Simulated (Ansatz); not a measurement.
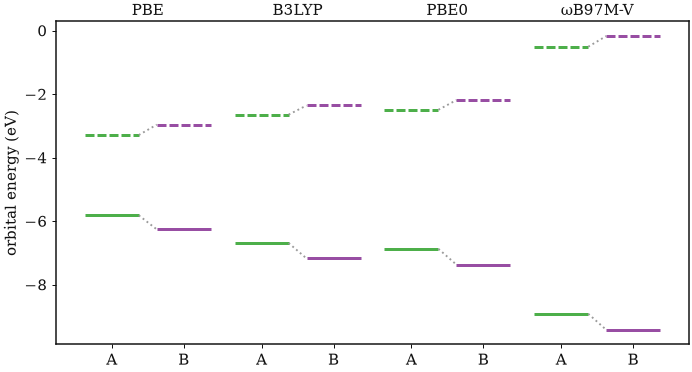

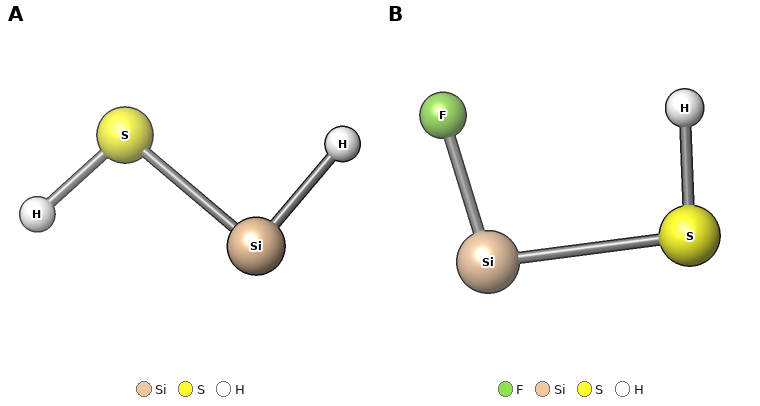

One change: A, SiH₂S (SMILES [SiH]S), becomes B, SiHSF (SMILES F[Si]S). H on Si is replaced by F. HOMO (solid) and LUMO (dashed) computed in def2-TZVPP at PBE0-D4/def2-TZVP geometries, both minima by their frequencies, gas phase, the Ansatz code 0.2.0.

### What does the change do to HOMO and LUMO?

PBE: the HOMO falls by 0.44 eV, the LUMO rises by 0.33 eV, and the separation goes from 2.53 to 3.30 eV. B3LYP: the HOMO falls by 0.49 eV, the LUMO rises by 0.29 eV, and the separation goes from 4.04 to 4.82 eV. PBE0: the HOMO falls by 0.50 eV, the LUMO rises by 0.31 eV, and the separation goes from 4.38 to 5.18 eV. ωB97M-V: the HOMO falls by 0.50 eV, the LUMO rises by 0.34 eV, and the separation goes from 8.41 to 9.25 eV.

### Do the functionals agree on the effect?

They agree on the direction for both levels; the HOMO shift lies between −0.50 and −0.44 eV and the LUMO shift between 0.29 and 0.34 eV, while the separations themselves differ by up to 6.0 eV between functionals.
